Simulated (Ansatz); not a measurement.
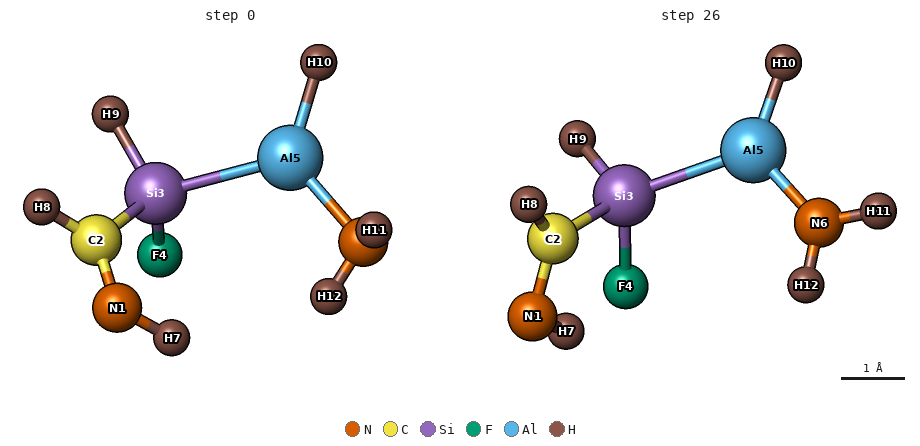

The structure of CH6AlFN2Si before (left) and after (right) a relaxation, at one scale.

The picture is a ball-and-stick view, seen from a free direction.

The run prepares the start of a later molecular dynamics calculation, from a guessed geometry.

All numbers below come from RKS PBE0-D4/STO-3G (Ansatz 0.2.0). Settings: no spin polarisation; force threshold 0.02 eV/Å; at most 40 steps.

Q: What changed between the two?

A: The largest move after the best rigid fit is that of H7, 1.56 Å. By element the largest moves are H 1.56 Å, N 0.94 Å, F 0.81 Å, Si 0.26 Å, Al 0.18 Å, C 0.16 Å. Some distances before and after: Al5–N6 1.892 → 1.721 Å, Al5–H10 1.605 → 1.496 Å, Si3–F4 1.585 → 1.683 Å, Si3–H9 1.538 → 1.455 Å. Among the angles between lasting bonds that change: Al5–N6–H12 105.3° → 126.2°, Al5–N6–H11 106.0° → 125.3°, C2–Si3–F4 110.9° → 92.2°. Groups turn about C2–Si3 by about 60°. After 24 accepted moves (26 points after the start) the energy has fallen by 1.290 eV. Largest force component: 3.8 eV/Å at the start, 0.018 eV/Å at the end. The line search rejected the trial steps at points 2, 20 of the run.

Limits of the set-up: STO-3G is a minimal basis, so the numbers are rough.
